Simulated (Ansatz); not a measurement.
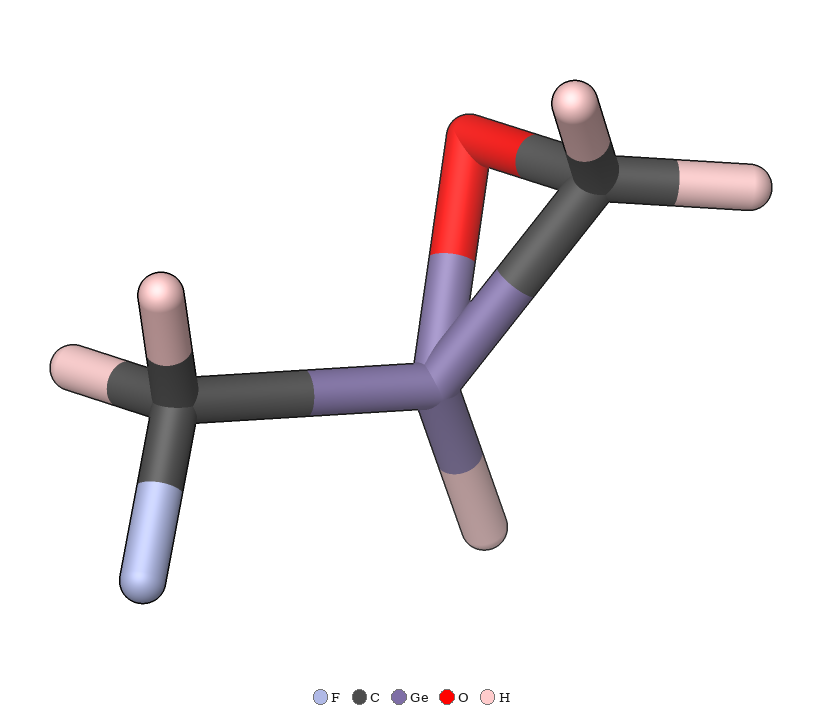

The computed structure is the end point of a PBE-D4/def2-SVP optimisation. No frequency run is at hand to confirm it as a minimum.

Give the structural formula.

SMILES: F[CH2][Ge@@H]1[CH2][O]1

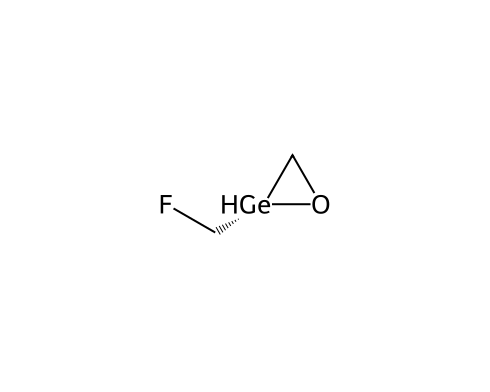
